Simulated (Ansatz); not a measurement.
**Fields on a plane of CrI3 (BiI3 type, space group R-3)**

```xyz
8
Lattice="3.4091 1.9682 6.4926 -3.4091 1.9682 6.4926 0.0000 -3.9365 6.4926" Properties=species:S:1:pos:R:3 pbc="T T T"
Cr     0.0000     0.0000     6.5026
Cr     0.0000     0.0000    12.9751
I     -2.2281    -0.0954     8.0470
I      1.1967    -1.8819     8.0470
I      1.0314     1.9773     8.0470
I      2.2281     0.0954    11.4307
I     -1.1967     1.8819    11.4307
I     -1.0314    -1.9773    11.4307
```

The slice is a (-1 1 0 4) plane (indices of the conventional cell) through the point (0.078, 0.732, 0.429) (fractional), spanned by u = [1 0 -1] and v = [1 -1 1] in vectors of this cell: u (6.82 Å) and v (10.20 Å, at 90° to u). It covers one period; positions are fractions (u, v).

Atoms on it: I at (0.00, 0.00); I at (0.35, 0.50), 0.2 Å off the plane. Other atoms lie within 1 Å of the plane.

Calculation: PBE-D3(BJ) (plane waves to 420 eV, PAW, scalar-relativistic; Ansatz, a first-principles code). k mesh 6×6×6. Inside the PAW spheres the values are not all-electron values, and peaks at nuclei hang on which shells count as valence. CrI3 was relaxed with its symmetry unable to fall. Relaxed CrI3 ends ferromagnetic. Spin-orbit coupling is left out, though I is heavy. Other magnetic orders were not checked, so this need not be the ground state.

```
v \ u  0.00  0.11  0.21  0.32  0.42  0.53  0.63  0.74  0.84  0.95
-----  ----  ----  ----  ----  ----  ----  ----  ----  ----  ----
0.96    1.1   0.1  -0.8  -1.5  -1.2  -0.9  -0.9  -0.9  -0.3   0.8
0.86   -0.8  -1.0  -1.5  -1.4  -0.8  -0.4  -0.5  -0.8  -1.0  -0.8
0.75   -1.4  -1.9  -2.0  -1.6  -1.2  -0.9  -0.9  -0.8  -0.8  -1.1
0.64   -1.0  -1.6  -1.2  -0.9  -0.9  -1.1  -0.8  -0.3  -0.2  -0.6
0.54   -1.4  -1.2  -0.2   0.8   0.4  -0.5  -1.0  -0.9  -0.9  -1.2
0.43   -1.3  -1.3  -0.5   0.2   0.0  -0.7  -1.3  -1.1  -0.8  -1.0
0.32   -1.2  -1.7  -1.6  -1.2  -1.2  -1.5  -1.5  -1.0  -0.7  -0.9
0.21   -1.6  -1.8  -1.9  -1.4  -0.8  -0.7  -1.1  -1.5  -1.5  -1.5
0.11   -0.3  -0.6  -1.2  -1.1  -0.5  -0.4  -0.8  -1.3  -0.9  -0.3
0.00    1.3   0.2  -0.8  -1.5  -1.2  -1.0  -1.0  -1.0  -0.2   1.1
```

Values: log₁₀ of the valence density in e/Å³. The scale is logarithmic, as a density can span decades between atoms and voids.

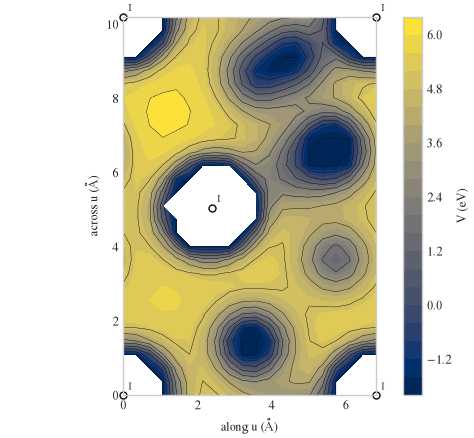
*Electrostatic potential energy of an electron, from the cell's mean, in eV, one period of the plane, atoms marked. Points within 1 Å of a nucleus are left white, as the pseudised field means little there. Values under -2 eV are set to -2. The zero, the cell's mean, hangs on the PAW cores.*
